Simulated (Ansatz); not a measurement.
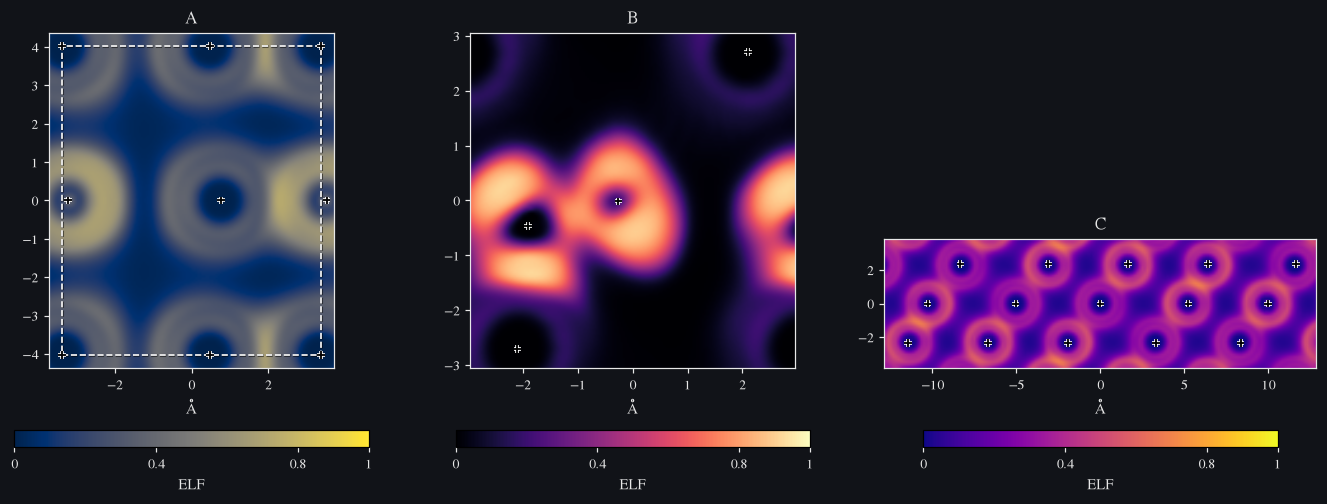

The electron localisation function of 3 systems, each on a plane through atoms (crosses mark nuclei in the plane).

Level of theory: Ansatz, DFT PBE, scalar-relativistic, plane waves, PAW.

System 1: Sn5As3, the (110) plane of the conventional cell. Space group P4mm; a generated structure, not necessarily the stable one; changed on purpose from its base cell (the structure that the rattled cell fell into); computed without spin polarisation.

System 2: Sn2Ge3, the (110) plane of the conventional cell. Space group R-3m; a structure from a database of computed crystals, not necessarily the ambient phase; a generated structure, not necessarily the stable one.

```yaml
crystal:
  lattice:
    - [4.05307, 0.00000, 0.00000]
    - [-2.02654, 3.51007, 0.00000]
    - [0.00000, 0.00000, 25.01961]
  atoms:
    - { symbol: Sn, position: [0.33333, 0.66667, 0.26758] }
    - { symbol: Sn, position: [0.00000, 0.00000, 0.60091] }
    - { symbol: Sn, position: [0.66667, 0.33333, 0.93424] }
    - { symbol: Sn, position: [0.33333, 0.66667, 0.06576] }
    - { symbol: Sn, position: [0.00000, 0.00000, 0.39909] }
    - { symbol: Sn, position: [0.66667, 0.33333, 0.73242] }
    - { symbol: Ge, position: [0.00000, 0.00000, 0.18970] }
    - { symbol: Ge, position: [0.66667, 0.33333, 0.52303] }
    - { symbol: Ge, position: [0.33333, 0.66667, 0.85636] }
    - { symbol: Ge, position: [0.66667, 0.33333, 0.14364] }
    - { symbol: Ge, position: [0.33333, 0.66667, 0.47697] }
    - { symbol: Ge, position: [0.00000, 0.00000, 0.81030] }
    - { symbol: Ge, position: [0.00000, 0.00000, 0.00000] }
    - { symbol: Ge, position: [0.66667, 0.33333, 0.33333] }
    - { symbol: Ge, position: [0.33333, 0.66667, 0.66667] }
```

System 3: Be2ZnSO3, the (010) plane of the conventional cell. Space group Cm; a generated structure, not necessarily the stable one; changed on purpose from its base cell (volume × 0.94, shape and atoms relaxed).

**Match each panel to its system.**

Panel A is system 1, Sn5As3: the plane holds Sn and As. Sn–As (2.75 Å): the ELF peaks at about 0.75 between the atoms. Panel B is system 3, Be2ZnSO3: the plane holds Zn, S and O. S–O (1.71 Å): the ELF peaks at about 0.80 between the atoms (a shared but strongly polarised pair). Panel C is system 2, Sn2Ge3: the plane holds Sn and Ge. Ge–Ge (2.61 Å): the ELF peaks at about 0.70 between the atoms.
